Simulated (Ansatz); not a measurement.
**C2H3ClNSi radical: single points with varied inputs**

Aim: run C2H3ClNSi radical under a spread of inputs, and see what each costs and gives.

Program: Ansatz 0.2.0, Gaussian basis. Level of theory: the settings change from run to run. These are calculated values, not measurements.

## Step 1: The molecule

The structure was relaxed beforehand with PBE0-D4 in a triple-zeta def2 set.

8 atoms, charge 0, spin multiplicity 2.

Atoms are counted from 1 here; the program's logs count them from 0.

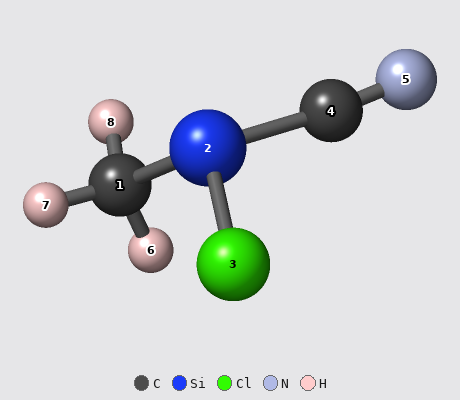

The geometry (carbon dark grey, silicon blue, chlorine green, nitrogen light blue, hydrogen pink); atoms are numbered from 1 in the order of the file.

## Step 2: BLYP/6-31G*

Options: coordinates scaled by 0.96, high accuracy.

Input file in.yaml:

```yaml
crystal:
  periodic: [false, false, false]
  atoms:
    - {symbol: C, position_ang: [-0.682444, -0.522972, 0.751263]}
    - {symbol: Si, position_ang: [0.574814, 0.622238, 0.216371]}
    - {symbol: Cl, position_ang: [2.383836, -0.089081, 0.492315]}
    - {symbol: C, position_ang: [0.389487, 0.949762, -1.511464]}
    - {symbol: N, position_ang: [0.231990, 1.246418, -2.567371]}
    - {symbol: H, position_ang: [-0.576544, -1.431843, 0.236917]}
    - {symbol: H, position_ang: [-0.601002, -0.702512, 1.779860]}
    - {symbol: H, position_ang: [-1.631722, -0.126730, 0.548541]}
basis:
  gaussian: {orbitals: "6-31G*"}
magnetization: {spin_polarized: true, initial_magnetization: 1}
hamiltonian: {xc: {name: BLYP}}
accuracy: high
output: {forces: true}
```

Command:

```console
> ansatz run in.yaml --threads 4 --pin off --events-out ev --progress --plain --max-ram 10444MiB
```

Standard output (excerpt; [...] marks lines left out):

```text
Functional definition: BLYP
  name "BLYP"
  cite "Becke, Phys. Rev. A 38, 3098 (1988) doi:10.1103/PhysRevA.38.3098"
  cite "Lee, Yang & Parr, Phys. Rev. B 37, 785 (1988) doi:10.1103/PhysRevB.37.785"
[...]
1908 factors; integrals over basis functions are off by at most 4.0e-9 eV
[...]
mean field -24009.87395873 eV, -882.3465935062 hartree, gradient 6.6e-8 eV, S^2 0.751428; 0 other end points of the search recorded, 0 dependent functions left out
[...]
reference -24009.87400720 eV, -882.3465952875 hartree; 27, 26 occupied and 62, 63 virtual orbitals, 1908 factors
Total energy: -24009.87400720 eV, -882.3465952875 hartree
Atom 0 at    -0.682444    -0.522972     0.751263 Å, force    -0.104022    -0.024564     0.135832 eV/Å
Atom 1 at     0.574814     0.622238     0.216371 Å, force    -0.693014     2.018525     0.703534 eV/Å
Atom 2 at     2.383836    -0.089081     0.492315 Å, force     2.767450    -1.017085     0.518603 eV/Å
Atom 3 at     0.389487     0.949762    -1.511464 Å, force     1.116910    -2.081757     7.365723 eV/Å
Atom 4 at     0.231990     1.246418    -2.567371 Å, force    -1.397063     2.619981    -9.434149 eV/Å
Atom 5 at    -0.576544    -1.431843     0.236917 Å, force     0.134538    -1.792835    -0.952425 eV/Å
Atom 6 at    -0.601002    -0.702512     1.779860 Å, force     0.055410    -0.414359     2.006510 eV/Å
Atom 7 at    -1.631722    -0.126730     0.548541 Å, force    -1.880207     0.692095    -0.343628 eV/Å
Dipole moment:    -0.253954    -0.266032     0.617887 e Å
```

It took 4.3 s on 4 threads of Arm Neoverse V1, shared host; peak memory 0.29 GiB.

Largest force 9.890 eV/Å, dipole 3.45 D, ⟨S²⟩ 0.751.

## Step 3: PBE0-DH/6-31G*

This run has density fitting with def2-universal-jkfit.

Input file in.yaml:

```yaml
crystal:
  periodic: [false, false, false]
  atoms:
    - {symbol: C, position_ang: [-0.710879, -0.544763, 0.782566]}
    - {symbol: Si, position_ang: [0.598764, 0.648165, 0.225387]}
    - {symbol: Cl, position_ang: [2.483162, -0.092793, 0.512828]}
    - {symbol: C, position_ang: [0.405716, 0.989336, -1.574442]}
    - {symbol: N, position_ang: [0.241656, 1.298352, -2.674345]}
    - {symbol: H, position_ang: [-0.600566, -1.491503, 0.246789]}
    - {symbol: H, position_ang: [-0.626044, -0.731784, 1.854021]}
    - {symbol: H, position_ang: [-1.699710, -0.132011, 0.571397]}
basis:
  gaussian: {orbitals: "6-31G*", fitting: {mean_field: def2-universal-jkfit}}
magnetization: {spin_polarized: true, initial_magnetization: 1}
hamiltonian: {xc: {name: PBE0-DH}}
output: {forces: true}
```

Same command.

Standard output (excerpt; [...] marks lines left out):

```text
Functional definition: PBE0-DH
  name "PBE0-DH"
  cite "Brémond & Adamo, J. Chem. Phys. 135, 024106 (2011) doi:10.1063/1.3604569"
  cite "Perdew, Burke & Ernzerhof, Phys. Rev. Lett. 77, 3865 (1996) doi:10.1103/PhysRevLett.77.3865"
[...]
537 factors; integrals over basis functions are off by at most 9.0e-2 eV
[...]
mean field -23996.20322474 eV, -881.8442032984 hartree, gradient 5.4e-6 eV, S^2 0.755037; 0 other end points of the search recorded, 0 dependent functions left out
13 core orbitals not correlated: weight in the atoms' cores, before any rotation towards them, 1.000 or more for the frozen orbitals, at most 0.000 for the correlated occupied ones
reference -23996.20323915 eV, -881.8442038279 hartree; 14, 13 occupied and 62, 63 virtual orbitals, 537 factors
second order -20.74083752 eV of doubles, -0.00000000 eV of singles
[...]
Total energy: -23998.79584384 eV, -881.9394802929 hartree
Atom 0 at    -0.710879    -0.544763     0.782566 Å, force    -0.043922    -0.090531     0.016022 eV/Å
Atom 1 at     0.598764     0.648165     0.225387 Å, force     0.007278     0.165629    -0.022399 eV/Å
Atom 2 at     2.483162    -0.092793     0.512828 Å, force     0.095313    -0.055279     0.021064 eV/Å
Atom 3 at     0.405716     0.989336    -1.574442 Å, force     0.129942    -0.233002     0.896260 eV/Å
Atom 4 at     0.241656     1.298352    -2.674345 Å, force    -0.139739     0.244945    -0.934380 eV/Å
Atom 5 at    -0.600566    -1.491503     0.246789 Å, force    -0.046416     0.023709     0.048524 eV/Å
Atom 6 at    -0.626044    -0.731784     1.854021 Å, force    -0.034288    -0.012965    -0.046946 eV/Å
Atom 7 at    -1.699710    -0.132011     0.571397 Å, force     0.031832    -0.042505     0.021855 eV/Å
Dipole moment:    -0.345884    -0.219220     0.660198 e Å
```

Wall time 4.4 s (4 threads of Arm Neoverse V1, shared host).

Largest force 0.976 eV/Å, dipole 3.73 D, ⟨S²⟩ 0.755.

## Step 4: RPA/def2-TZVP

Options: a grid of angular degree 47, correlated electrons set to outside_noble_gas.

in.yaml: that of step 3 with these lines changed.

```diff
@@ -12,5 +12,5 @@
 basis:
-  gaussian: {orbitals: "6-31G*", fitting: {mean_field: def2-universal-jkfit}}
+  gaussian: {orbitals: def2-TZVP, final_grid: {core_spheres: 20, valence_spheres: 16, degree: 47}}
 magnetization: {spin_polarized: true, initial_magnetization: 1}
-hamiltonian: {xc: {name: PBE0-DH}}
-output: {forces: true}
+hamiltonian: {xc: {name: HF}}
+correlation: {method: rpa, electrons: outside_noble_gas}
```

Launched as before.

Standard output:

```text
Functional definition: HF
  name "HF"
  cite "Fock, Z. Phys. 61, 126 (1930) doi:10.1007/BF01340294"
  parent pbe
  exchange = exact_x
  correlation = 0
1173 factors; integrals over basis functions are off by at most 1.3e-3 eV
mean field evaluation 1: about -23954.2093 eV, gradient 2.7e1 eV
mean field evaluation 2: about -23954.2274 eV, gradient 2.7e1 eV
mean field evaluation 4: about -23958.5761 eV, gradient 4.7e0 eV
mean field evaluation 8: about -23958.7912 eV, gradient 2.6e-1 eV
mean field evaluation 16: about -23958.7984 eV, gradient 2.0e-6 eV
mean field -23958.79839083 eV, -880.4696010062 hartree, gradient 2.0e-6 eV, S^2 0.789989; 3 other end points of the search recorded, 0 dependent functions left out
13 core orbitals not correlated: weight in the atoms' cores, before any rotation towards them, 1.000 or more for the frozen orbitals, at most 0.000 for the correlated occupied ones
reference -23958.79839083 eV, -880.4696010062 hartree; 14, 13 occupied and 158, 159 virtual orbitals, 1173 factors
Total energy: -23983.27093759 eV, -881.3689505114 hartree
```

It took 6 s on 4 threads of Arm Neoverse V1, shared host; peak memory 0.47 GiB.

⟨S²⟩ 0.790.

## Step 5: revPBE/def2-TZVPD

Set apart from the defaults: restricted open-shell orbitals, density fitting with def2-universal-jkfit, D3(BJ) dispersion.

in.yaml: that of step 4 with these lines changed.

```diff
@@ -12,5 +12,4 @@
 basis:
-  gaussian: {orbitals: def2-TZVP, final_grid: {core_spheres: 20, valence_spheres: 16, degree: 47}}
-magnetization: {spin_polarized: true, initial_magnetization: 1}
-hamiltonian: {xc: {name: HF}}
-correlation: {method: rpa, electrons: outside_noble_gas}
+  gaussian: {orbitals: def2-TZVPD, fitting: {mean_field: def2-universal-jkfit}}
+magnetization: {spin_polarized: false, initial_magnetization: 1}
+hamiltonian: {xc: {name: revPBE}, dispersion: d3bj}
```

Same command.

Standard output:

```text
Functional definition: revPBE
  name "revPBE"
  cite "Zhang & Yang, Phys. Rev. Lett. 80, 890 (1998) doi:10.1103/PhysRevLett.80.890"
  cite "Perdew, Burke & Ernzerhof, Phys. Rev. Lett. 77, 3865 (1996) doi:10.1103/PhysRevLett.77.3865"
  parameter kappa = 1.245
  parameter beta = 0.06672455060314922
  exchange = pbe_x(kappa = kappa, mu = beta*pi^2/3)
  correlation = pbe_c(beta = beta)
537 factors; integrals over basis functions are off by at most 4.3e-1 eV
mean field evaluation 1: about -23995.1222 eV, gradient 7.8e1 eV
mean field evaluation 2: about -23995.1198 eV, gradient 7.8e1 eV
mean field evaluation 4: about -23995.3690 eV, gradient 7.4e1 eV
mean field evaluation 8: about -24010.4358 eV, gradient 1.4e0 eV
mean field evaluation 16: about -24010.4416 eV, gradient 6.4e-4 eV
mean field evaluation 32: about -23979.7084 eV, gradient 7.2e1 eV
mean field -24010.44162381 eV, -882.3674548131 hartree, gradient 5.6e-5 eV, S^2 0.750000; 1 other end points of the search recorded, 0 dependent functions left out
reference -24010.44169862 eV, -882.3674575624 hartree; 27, 26 occupied and 200, 201 virtual orbitals, 537 factors
Total energy: -24010.95709496 eV, -882.3863980286 hartree
```

Run time: 7 s. Hardware: 4 threads of Arm Neoverse V1, shared host; peak memory 0.47 GiB.

## Step 6: B2GP-PLYP/def2-TZVPP

This run has finite nuclei.

in.yaml: that of step 5 with these lines changed.

```diff
@@ -12,4 +12,5 @@
 basis:
-  gaussian: {orbitals: def2-TZVPD, fitting: {mean_field: def2-universal-jkfit}}
-magnetization: {spin_polarized: false, initial_magnetization: 1}
-hamiltonian: {xc: {name: revPBE}, dispersion: d3bj}
+  gaussian: {orbitals: def2-TZVPP, nuclear_model: gaussian}
+magnetization: {spin_polarized: true, initial_magnetization: 1}
+hamiltonian: {xc: {name: B2GP-PLYP}}
+output: {forces: true}
```

The command is unchanged.

Standard output (excerpt; [...] marks lines left out):

```text
Functional definition: B2GP-PLYP
  name "B2GP-PLYP"
  cite "Karton, Tarnopolsky, Lamère, Schatz & Martin, J. Phys. Chem. A 112, 12868 (2008) doi:10.1021/jp801805p"
  cite "Becke, Phys. Rev. A 38, 3098 (1988) doi:10.1103/PhysRevA.38.3098"
  cite "Lee, Yang & Parr, Phys. Rev. B 37, 785 (1988) doi:10.1103/PhysRevB.37.785"
[...]
1303 factors; integrals over basis functions are off by at most 1.1e-3 eV
[...]
mean field -23993.48692910 eV, -881.7443812750 hartree, gradient 5.2e-6 eV, S^2 0.757581; 0 other end points of the search recorded, 0 dependent functions left out
13 core orbitals not correlated: weight in the atoms' cores, before any rotation towards them, 1.000 or more for the frozen orbitals, at most 0.000 for the correlated occupied ones
reference -23993.48705506 eV, -881.7443859038 hartree; 14, 13 occupied and 192, 193 virtual orbitals, 1303 factors
second order -25.05687033 eV of doubles, -0.00000000 eV of singles
[...]
Total energy: -24002.50752838 eV, -882.0758821839 hartree
Atom 0 at    -0.710879    -0.544763     0.782566 Å, force    -0.119785    -0.116801     0.039058 eV/Å
Atom 1 at     0.598764     0.648165     0.225387 Å, force    -0.002667     0.052198     0.083693 eV/Å
Atom 2 at     2.483162    -0.092793     0.512828 Å, force     0.051592    -0.032798     0.010247 eV/Å
Atom 3 at     0.405716     0.989336    -1.574442 Å, force     0.075685    -0.147138     0.580819 eV/Å
Atom 4 at     0.241656     1.298352    -2.674345 Å, force    -0.096598     0.167468    -0.675322 eV/Å
Atom 5 at    -0.600566    -1.491503     0.246789 Å, force    -0.026903     0.126719     0.082578 eV/Å
Atom 6 at    -0.626044    -0.731784     1.854021 Å, force    -0.018035     0.020091    -0.155641 eV/Å
Atom 7 at    -1.699710    -0.132011     0.571397 Å, force     0.136711    -0.069740     0.034568 eV/Å
Dipole moment:    -0.247077    -0.249280     0.695580 e Å
```

Wall time 24 s (4 threads of Arm Neoverse V1, shared host); peak memory 1.1 GiB.

Largest force 0.702 eV/Å, dipole 3.74 D, ⟨S²⟩ 0.758.

## Step 7: B3LYP5/STO-3G

Set apart from the defaults: multiplicity 4, restricted open-shell orbitals, atoms shaken by 0.15 Å, a grid of angular degree 11.

Input file in.yaml:

```yaml
crystal:
  periodic: [false, false, false]
  atoms:
    - {symbol: C, position_ang: [-0.736484, -0.554057, 0.637887]}
    - {symbol: Si, position_ang: [0.584732, 0.487307, 0.081734]}
    - {symbol: Cl, position_ang: [2.344784, 0.055617, 0.407031]}
    - {symbol: C, position_ang: [0.281719, 1.177036, -1.447002]}
    - {symbol: N, position_ang: [0.464603, 1.728844, -2.614482]}
    - {symbol: H, position_ang: [-0.673540, -1.620143, 0.036967]}
    - {symbol: H, position_ang: [-0.436328, -0.763110, 1.679966]}
    - {symbol: H, position_ang: [-1.525726, -0.198491, 0.454758]}
basis:
  gaussian: {orbitals: STO-3G, final_grid: {core_spheres: 5, valence_spheres: 4, degree: 11}}
magnetization: {spin_polarized: false, initial_magnetization: 3}
hamiltonian: {xc: {name: B3LYP5}}
output: {forces: true}
```

Launched as before.

Standard output (excerpt; [...] marks lines left out):

```text
Functional definition: B3LYP5
  name "B3LYP5"
  cite "Stephens, Devlin, Chabalowski & Frisch, J. Phys. Chem. 98, 11623 (1994) doi:10.1021/j100096a001"
  cite "Becke, Phys. Rev. A 38, 3098 (1988) doi:10.1103/PhysRevA.38.3098"
  cite "Lee, Yang & Parr, Phys. Rev. B 37, 785 (1988) doi:10.1103/PhysRevB.37.785"
  cite "Vosko, Wilk & Nusair, Can. J. Phys. 58, 1200 (1980) doi:10.1139/p80-159"
[...]
438 factors; integrals over basis functions are off by at most 3.0e-5 eV
[...]
mean field -23726.00347410 eV, -871.9145456103 hartree, gradient 1.6e-5 eV, S^2 3.750000; 4 other end points of the search recorded, 0 dependent functions left out
[...]
reference -23726.00376912 eV, -871.9145564521 hartree; 28, 25 occupied and 8, 11 virtual orbitals, 438 factors
Total energy: -23726.00376912 eV, -871.9145564521 hartree
Atom 0 at    -0.736484    -0.554057     0.637887 Å, force    14.139274   -11.638046     1.908185 eV/Å
Atom 1 at     0.584732     0.487307     0.081734 Å, force    -6.544855     4.737926    -1.468105 eV/Å
Atom 2 at     2.344784     0.055617     0.407031 Å, force     9.413825    -3.002710     2.151324 eV/Å
Atom 3 at     0.281719     1.177036    -1.447002 Å, force    -2.424299    -1.699176     2.758896 eV/Å
Atom 4 at     0.464603     1.728844    -2.614482 Å, force     1.334007     2.425264    -4.846224 eV/Å
Atom 5 at    -0.673540    -1.620143     0.036967 Å, force    -0.352230     3.038093     1.988756 eV/Å
Atom 6 at    -0.436328    -0.763110     1.679966 Å, force    -1.343144    -0.151592    -0.157091 eV/Å
Atom 7 at    -1.525726    -0.198491     0.454758 Å, force   -14.222577     6.290241    -2.335741 eV/Å
Dipole moment:    -0.370833    -0.222743     0.486721 e Å
```

It took 0.9 s on 4 threads of Arm Neoverse V1, shared host.

Largest force 18.412 eV/Å, dipole 3.13 D.

## Step 8: r2SCAN50/aug-cc-pVTZ

Set apart from the defaults: D4 dispersion.

Input file in.yaml:

```yaml
crystal:
  periodic: [false, false, false]
  atoms:
    - {symbol: C, position_ang: [-0.710879, -0.544763, 0.782566]}
    - {symbol: Si, position_ang: [0.598764, 0.648165, 0.225387]}
    - {symbol: Cl, position_ang: [2.483162, -0.092793, 0.512828]}
    - {symbol: C, position_ang: [0.405716, 0.989336, -1.574442]}
    - {symbol: N, position_ang: [0.241656, 1.298352, -2.674345]}
    - {symbol: H, position_ang: [-0.600566, -1.491503, 0.246789]}
    - {symbol: H, position_ang: [-0.626044, -0.731784, 1.854021]}
    - {symbol: H, position_ang: [-1.699710, -0.132011, 0.571397]}
basis:
  gaussian: {orbitals: aug-cc-pVTZ}
magnetization: {spin_polarized: true, initial_magnetization: 1}
hamiltonian: {xc: {name: r2SCAN50}, dispersion: d4}
```

Same command.

Standard output (excerpt; [...] marks lines left out):

```text
Functional definition: r2SCAN50
  name "r2SCAN50"
  cite "Bursch, Neugebauer, Ehlert & Grimme, J. Chem. Phys. 156, 134105 (2022) doi:10.1063/5.0086040"
  cite "Furness, Kaplan, Ning, Perdew & Sun, J. Phys. Chem. Lett. 11, 8208 (2020) doi:10.1021/acs.jpclett.0c02405"
  cite "Furness, Kaplan, Ning, Perdew & Sun, J. Phys. Chem. Lett. 11, 9248 (2020) doi:10.1021/acs.jpclett.0c03077"
  parent r2scan
[...]
1664 factors; their error is unknown
[...]
mean field -24010.61080240 eV, -882.3736720118 hartree, gradient 7.9e-5 eV, S^2 0.757663; 0 other end points of the search recorded, 0 dependent functions left out
reference -24010.61081917 eV, -882.3736726280 hartree; 27, 26 occupied and 280, 281 virtual orbitals, 1664 factors
Total energy: -24010.67882157 eV, -882.3761716701 hartree
```

Run time: 24 s. Hardware: 4 threads of Arm Neoverse V1, shared host; peak memory 1.4 GiB.

⟨S²⟩ 0.758.

## Step 9: wB97X/cc-pVDZ

Set apart from the defaults: high accuracy.

in.yaml: that of step 8 with these lines changed.

```diff
@@ -12,4 +12,6 @@
 basis:
-  gaussian: {orbitals: aug-cc-pVTZ}
+  gaussian: {orbitals: cc-pVDZ}
 magnetization: {spin_polarized: true, initial_magnetization: 1}
-hamiltonian: {xc: {name: r2SCAN50}, dispersion: d4}
+hamiltonian: {xc: {name: wB97X}}
+accuracy: high
+output: {forces: true}
```

The command is unchanged.

Standard output (excerpt; [...] marks lines left out):

```text
Functional definition: wB97X
  name "wB97X"
  cite "Chai & Head-Gordon, J. Chem. Phys. 128, 084106 (2008) doi:10.1063/1.2834918"
  cite "Becke, J. Chem. Phys. 107, 8554 (1997) doi:10.1063/1.475007"
[...]
  # The coefficients of nought are those of the uniform gas.
[...]
      + exact_x_lr(omega)
[...]
      + integral(e_c_pw_opposite_spin*poly(b97_u_opposite, 1, cos1, cos2, cos3, cos4))
2138 factors; integrals over basis functions are off by at most 3.8e-9 eV
401 factors; integrals over basis functions are off by at most 2.4e-9 eV
[...]
mean field -24012.08539722 eV, -882.4278623719 hartree, gradient 7.6e-8 eV, S^2 0.753637; 0 other end points of the search recorded, 0 dependent functions left out
[...]
reference -24012.08539489 eV, -882.4278622860 hartree; 27, 26 occupied and 66, 67 virtual orbitals, 2138 factors
Total energy: -24012.08539489 eV, -882.4278622860 hartree
Atom 0 at    -0.710879    -0.544763     0.782566 Å, force     0.021114    -0.007290     0.008594 eV/Å
Atom 1 at     0.598764     0.648165     0.225387 Å, force    -0.292376     0.331890     0.281240 eV/Å
Atom 2 at     2.483162    -0.092793     0.512828 Å, force     0.526027    -0.224734     0.083230 eV/Å
Atom 3 at     0.405716     0.989336    -1.574442 Å, force     0.094009    -0.165630     0.471440 eV/Å
Atom 4 at     0.241656     1.298352    -2.674345 Å, force    -0.139566     0.255052    -0.933784 eV/Å
Atom 5 at    -0.600566    -1.491503     0.246789 Å, force     0.034131    -0.246031    -0.145013 eV/Å
Atom 6 at    -0.626044    -0.731784     1.854021 Å, force     0.014784    -0.053347     0.289225 eV/Å
Atom 7 at    -1.699710    -0.132011     0.571397 Å, force    -0.258123     0.110089    -0.054931 eV/Å
Dipole moment:    -0.302668    -0.244435     0.652078 e Å
```

It took 24 s on 4 threads of Arm Neoverse V1, shared host; peak memory 1 GiB.

Largest force 0.978 eV/Å, dipole 3.65 D, ⟨S²⟩ 0.754.

## Step 10: B2PLYP/def2-mTZVPP

in.yaml: that of step 9 with these lines changed.

```diff
@@ -12,6 +12,4 @@
 basis:
-  gaussian: {orbitals: cc-pVDZ}
+  gaussian: {orbitals: def2-mTZVPP}
 magnetization: {spin_polarized: true, initial_magnetization: 1}
-hamiltonian: {xc: {name: wB97X}}
-accuracy: high
-output: {forces: true}
+hamiltonian: {xc: {name: B2PLYP}}
```

Same command.

Standard output (excerpt; [...] marks lines left out):

```text
Functional definition: B2PLYP
  name "B2PLYP"
  cite "Grimme, J. Chem. Phys. 124, 034108 (2006) doi:10.1063/1.2148954"
  cite "Becke, Phys. Rev. A 38, 3098 (1988) doi:10.1103/PhysRevA.38.3098"
  cite "Lee, Yang & Parr, Phys. Rev. B 37, 785 (1988) doi:10.1103/PhysRevB.37.785"
[...]
1200 factors; integrals over basis functions are off by at most 1.2e-3 eV
[...]
mean field -23998.01042877 eV, -881.9106168215 hartree, gradient 5.3e-6 eV, S^2 0.755539; 0 other end points of the search recorded, 0 dependent functions left out
13 core orbitals not correlated: weight in the atoms' cores, before any rotation towards them, 1.000 or more for the frozen orbitals, at most 0.000 for the correlated occupied ones
reference -23998.01059160 eV, -881.9106228056 hartree; 14, 13 occupied and 104, 105 virtual orbitals, 1200 factors
second order -23.29344576 eV of doubles, -0.00000000 eV of singles
Total energy: -24004.29982196 eV, -882.1417477582 hartree
```

Wall time 3.9 s (4 threads of Arm Neoverse V1, shared host); peak memory 0.37 GiB.

⟨S²⟩ 0.756.

## Step 11: The runs in one table

```csv
level,charge,multiplicity,geometry,functions,energy (eV),time
BLYP/6-31G*,0,2,scaled,89,-24009.874,4.3 s
PBE0-DH/6-31G*,0,2,relaxed,89,-23998.796,4.4 s
RPA/def2-TZVP,0,2,relaxed,185,-23983.271,6 s
revPBE/def2-TZVPD,0,2,relaxed,227,-24010.957,7 s
B2GP-PLYP/def2-TZVPP,0,2,relaxed,219,-24002.508,24 s
B3LYP5/STO-3G,0,4,shaken,36,-23726.004,0.9 s
r2SCAN50/aug-cc-pVTZ,0,2,relaxed,307,-24010.679,24 s
wB97X/cc-pVDZ,0,2,relaxed,93,-24012.085,24 s
B2PLYP/def2-mTZVPP,0,2,relaxed,131,-24004.300,3.9 s
```

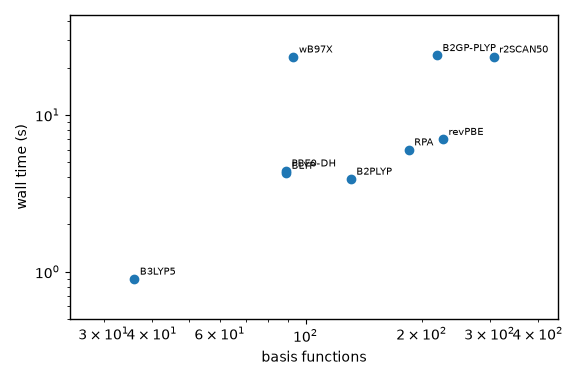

Wall time against the number of basis functions (shared host).

## Step 12: Results

| quantity | value |
| --- | --- |
| runs | 9 |
| quickest | B3LYP5/STO-3G, 0.9 s |
| slowest | B2GP-PLYP/def2-TZVPP, 24 s |
| spread of total energies, same state and geometry | 28.8 eV |
| dipole, same state and geometry | 3.65 to 3.74 D |

In words: B2GP-PLYP/def2-TZVPP took 27 times as long as B3LYP5/STO-3G. The jobs differ in tasks and options as well as level. The totals spread over 29 eV; they can't be compared across methods or bases. At the PBE0-D4/def2-TZVP geometry and in the same state, the sound runs without point charges leave forces up to 0.98 eV/Å (wB97X/cc-pVDZ), against 9.9 eV/Å where the atoms were moved. At that geometry and state the dipole changes by 3 % between the lowest and highest value.
